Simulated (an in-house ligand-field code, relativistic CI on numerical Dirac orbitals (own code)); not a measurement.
# d8 in a ligand field: terms against the cubic field

Aim: the terms of a d8 shell from Racah B and C and the field, by exact diagonalisation.

The numbers are computed with an in-house ligand-field code version 1 (parametric ligand-field model of a d^n configuration (Racah B and C, spin-orbit zeta, crystal field), exact diagonalisation), except any that are marked as measured or tabulated.

**1. Starting point**

```
shell        : d8
set 1 (cm⁻¹) : B = 460, C = 1750, Oh, 10Dq = 15180
set 2 (cm⁻¹) : B = 460, C = 1750, Oh, 10Dq = 16100
set 3 (cm⁻¹) : B = 460, C = 1750, Oh, 10Dq = 17020
set 4 (cm⁻¹) : B = 460, C = 1750, Oh, 10Dq = 17940
set 5 (cm⁻¹) : B = 460, C = 1750, Oh, 10Dq = 18860
set 6 (cm⁻¹) : B = 460, C = 1750, Oh, 10Dq = 19780
set 7 (cm⁻¹) : B = 460, C = 1750, Oh, 10Dq = 20700
set 8 (cm⁻¹) : B = 460, C = 1750, Oh, 10Dq = 21620
```

**2. Set 1**

Settings of the run:

```ini
n = 8
racah_B = 460  # cm-1
racah_C = 1750  # cm-1
zeta = 0  # cm-1
symmetry = Oh
field = {"10Dq": 15180}  # cm-1
```

**3. Set 2**

Settings of the run:

```ini
n = 8
racah_B = 460  # cm-1
racah_C = 1750  # cm-1
zeta = 0  # cm-1
symmetry = Oh
field = {"10Dq": 16100}  # cm-1
```

**4. Set 3**

Settings of the run:

```ini
n = 8
racah_B = 460  # cm-1
racah_C = 1750  # cm-1
zeta = 0  # cm-1
symmetry = Oh
field = {"10Dq": 17020}  # cm-1
```

**5. Set 4**

Settings of the run:

```ini
n = 8
racah_B = 460  # cm-1
racah_C = 1750  # cm-1
zeta = 0  # cm-1
symmetry = Oh
field = {"10Dq": 17940}  # cm-1
```

**6. Set 5**

Settings of the run:

```ini
n = 8
racah_B = 460  # cm-1
racah_C = 1750  # cm-1
zeta = 0  # cm-1
symmetry = Oh
field = {"10Dq": 18860}  # cm-1
```

**7. Set 6**

Settings of the run:

```ini
n = 8
racah_B = 460  # cm-1
racah_C = 1750  # cm-1
zeta = 0  # cm-1
symmetry = Oh
field = {"10Dq": 19780}  # cm-1
```

**8. Set 7**

Settings of the run:

```ini
n = 8
racah_B = 460  # cm-1
racah_C = 1750  # cm-1
zeta = 0  # cm-1
symmetry = Oh
field = {"10Dq": 20700}  # cm-1
```

**9. Set 8**

Settings of the run:

```ini
n = 8
racah_B = 460  # cm-1
racah_C = 1750  # cm-1
zeta = 0  # cm-1
symmetry = Oh
field = {"10Dq": 21620}  # cm-1
```

(Steps that only read results are left out.)

**Question.** What will these runs give? Wanted: lowest terms.

The runs gave:

| set | 10Dq/B (size) | lowest | S | electrons in z² and x²-y² | first level of the same spin (cm⁻¹) |
| --- | --- | --- | --- | --- | --- |
| 1: Oh | 33.0 | 3A2 | 1.00 | 2.00 | 3T2 15180 |
| 2: Oh | 35.0 | 3A2 | 1.00 | 2.00 | 3T2 16100 |
| 3: Oh | 37.0 | 3A2 | 1.00 | 2.00 | 3T2 17020 |
| 4: Oh | 39.0 | 3A2 | 1.00 | 2.00 | 3T2 17940 |
| 5: Oh | 41.0 | 3A2 | 1.00 | 2.00 | 3T2 18860 |
| 6: Oh | 43.0 | 3A2 | 1.00 | 2.00 | 3T2 19780 |
| 7: Oh | 45.0 | 3A2 | 1.00 | 2.00 | 3T2 20700 |
| 8: Oh | 47.0 | 3A2 | 1.00 | 2.00 | 3T2 21620 |

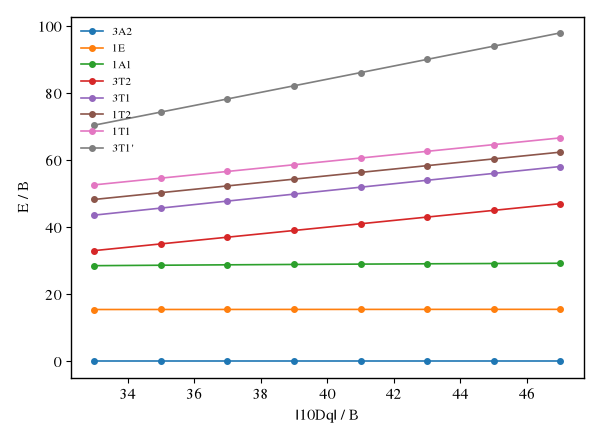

Terms above the lowest against the field, in units of B (a stretch of a Tanabe-Sugano diagram).

```
    quantity                                                           value
lowest terms  1: 3A2, 2: 3A2, 3: 3A2, 4: 3A2, 5: 3A2, 6: 3A2, 7: 3A2, 8: 3A2
```

What this shows: The lowest term stays 3A2 over this range. B, C and the field are free parameters here, not those of a compound.
